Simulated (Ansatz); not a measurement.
**CH7AsSi (SMILES C[SiH2][AsH2]): density, localisation and related maps**

Input

```
crystal:
  periodic: [false, false, false]
  atoms:
    - {symbol: C, position_ang: [-0.981692, 0.667409, -0.980381]}
    - {symbol: Si, position_ang: [-0.188272, -0.649871, 0.087245]}
    - {symbol: As, position_ang: [1.209468, 0.381394, 1.697399]}
    - {symbol: H, position_ang: [-1.665828, 0.216240, -1.702932]}
    - {symbol: H, position_ang: [-0.223733, 1.226435, -1.533703]}
    - {symbol: H, position_ang: [-1.547382, 1.373705, -0.368840]}
    - {symbol: H, position_ang: [0.561027, -1.618966, -0.758060]}
    - {symbol: H, position_ang: [-1.229222, -1.404576, 0.838485]}
    - {symbol: H, position_ang: [1.871853, -0.938160, 2.067092]}
    - {symbol: H, position_ang: [2.276780, 0.695191, 0.656693]}
basis:
  gaussian: {orbitals: def2-TZVPP}
hamiltonian: {xc: pbe0, dispersion: d4}
output: {orbitals: {seedname: orbitals}}
```

Run with:

```sh
ansatz run in.yaml --threads 2 --pin off --events-out ev --progress --plain --max-ram 4352MiB
```

Geometry: PBE0-D4/def2-TZVP.

Computed with RKS PBE0-D4/def2-TZVPP (Ansatz).

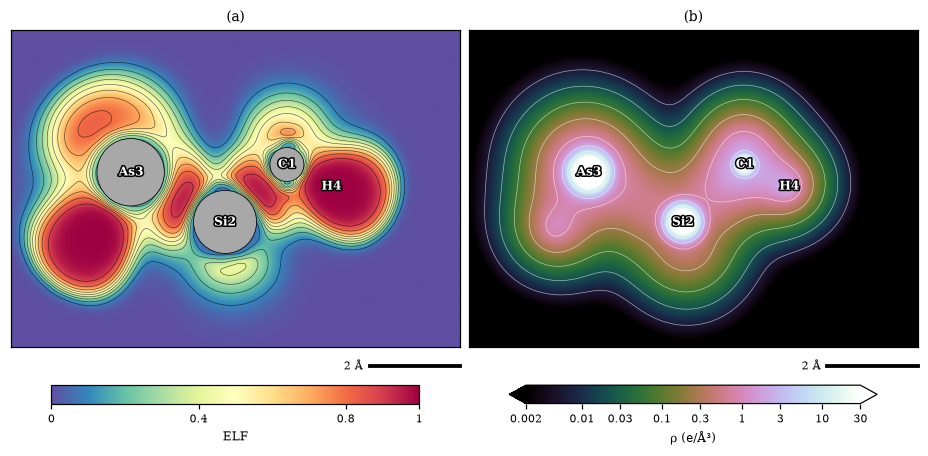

Figure 1. (a) ELF; (b) electron density on the plane of atoms Si2, C1 and H4. Grey discs cover the atomic cores in the ELF map.

**Read the bonding off the picture.**

The section cuts through C, Si, As and H sites. C–Si (1.87 Å): ρ is about 0.96 e/Å³ halfway; the ELF peaks at about 0.95 between the atoms; localised, covalent bonding. Si–As (2.37 Å): ρ at the midpoint is about 0.64 e/Å³; the ELF peaks at about 0.95 between the atoms; a covalent bond. C–H (1.09 Å): the density is about 1.9 e/Å³ at the midpoint; the ELF climbs to about 1 towards the hydrogen, as it does in any bond to H; an ordinary covalent bond to hydrogen. The ELF also peaks beside As3, away from the bonds: lone-pair regions.

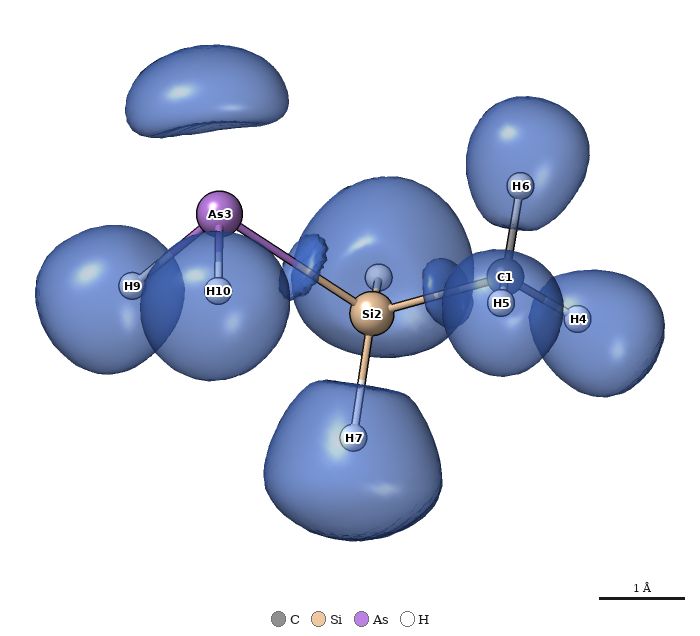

Figure 2. Isosurface of the electron localisation function at 0.9 (blue), seen from one side. Only the valence region is drawn (cores and ρ < 0.01 e/Å³ removed).

**Identify the bonds, lone pairs and shells in this picture.**

At this value the surface marks out one region between bonded As–Si atoms (shared pairs), one region between bonded C–Si atoms (shared pairs), seven regions around hydrogen nuclei and one lobe on As, pointing away from the bonds (lone pairs).

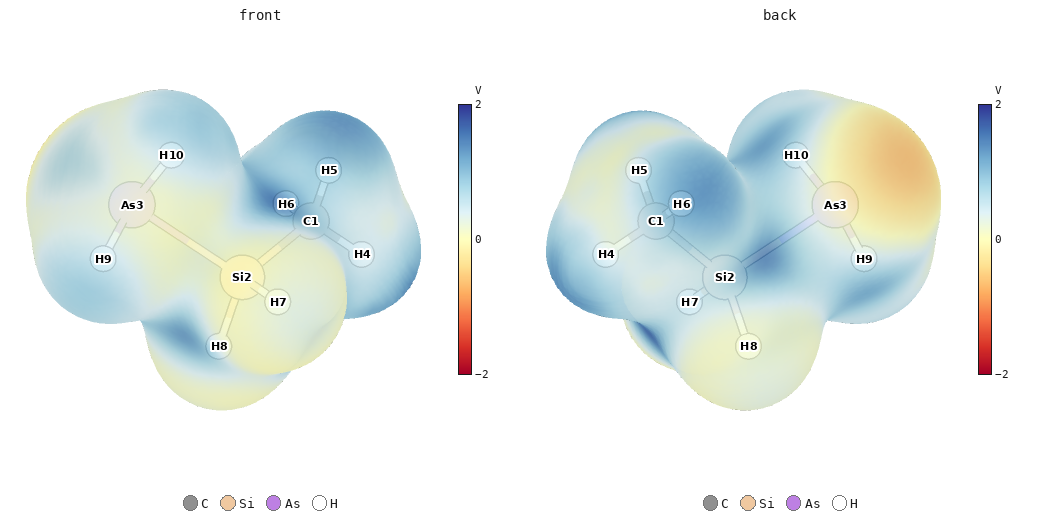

Figure 3. The molecular electrostatic potential painted on the density surface at 0.004 e/bohr³, seen from the front and from behind; the colour scale runs from red (negative) to blue (positive).

**Which sites attract a positive test charge, and which a negative one?**

A positive charge is drawn to the negative regions and a negative charge to the positive ones. The most negative region (about −0.6 V, or −14 kcal/mol for a unit charge) lies over As3, the most positive (about +1.5 V, or +35 kcal/mol for a unit charge) over Si2.
